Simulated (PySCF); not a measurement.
# CrI (sextet): what the fields show

```tsv
atom	x (Å)	y (Å)	z (Å)
Cr	0.0000	0.0000	-1.8094
I	0.0000	0.0000	0.7406
```

Computed with PBE0/x2c-TZVPPall, spin-free X2C-1e, Gaussian nucleus, at a bond length of 2.550 Å (PySCF).

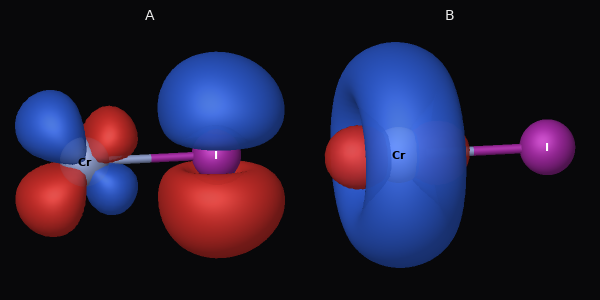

Figure 1. Two frontier α-spin orbitals, each drawn at the value that holds 80 % of its norm (red and blue are the two phases), in no order; of a degenerate pair one member is drawn.

Label each orbital by symmetry, say whether it is occupied, and order them by energy.

Orbital B: σ, occupied in this spin, −6.17 eV; almost wholly on Cr.
Orbital A: π, occupied in this spin, −6.13 eV; shared between the atoms (Cr 50 %, I 50 %).

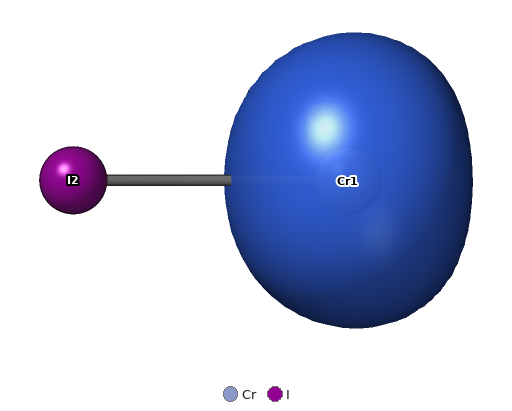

Figure 2. Isosurfaces of the spin density at +0.08 (blue) and −0.08 e/Å³ (red), seen from one side.

Which atoms carry the spin?

The unpaired spin (5 electrons) lies mostly on Cr1 (about 5.0), in electrons by Hirshfeld's partition.

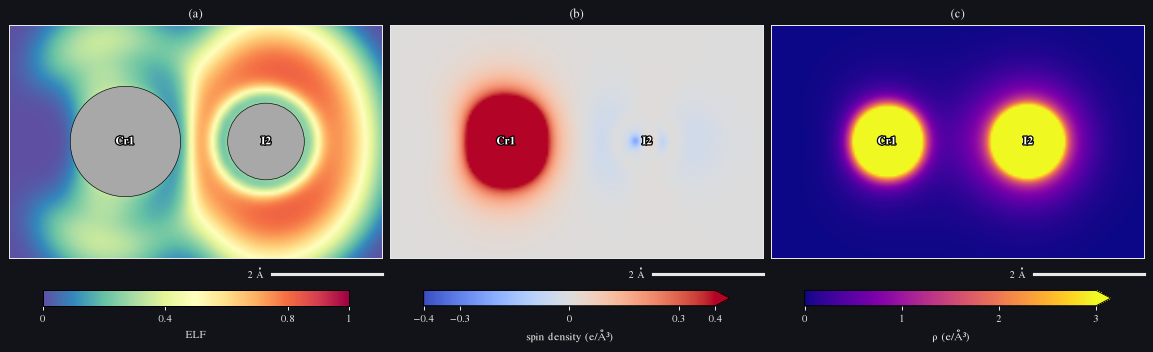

Figure 3. (a) electron localisation function; (b) spin density (α minus β); (c) total electron density on a plane that holds the molecular axis. Grey discs cover the atomic cores in the ELF map.

What does the map show?

The section cuts through Cr and I sites.
Cr–I (2.55 Å): ρ at the midpoint is about 0.49 e/Å³, with its minimum of 0.42 e/Å³ about 1.1 Å from Cr; the ELF peaks at about 0.70 in the valence shell of I, 1.1 Å from its nucleus, and is about 0.60 at the midpoint.

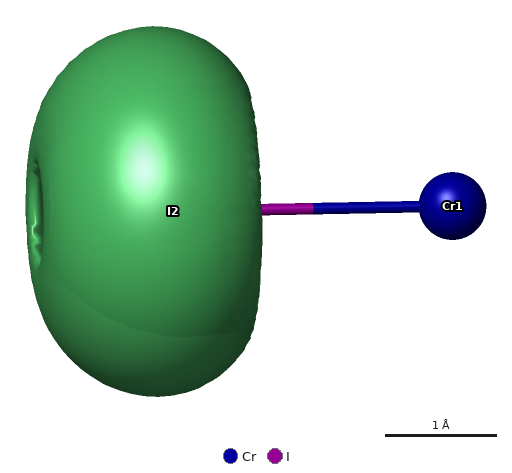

Figure 4. Isosurface of the ELF at 0.75 (green), seen from one side. Core shells and regions of very low density are left out.

What do the ELF domains correspond to?

The surface consists of one ring or bowl of non-bonding electrons around I.
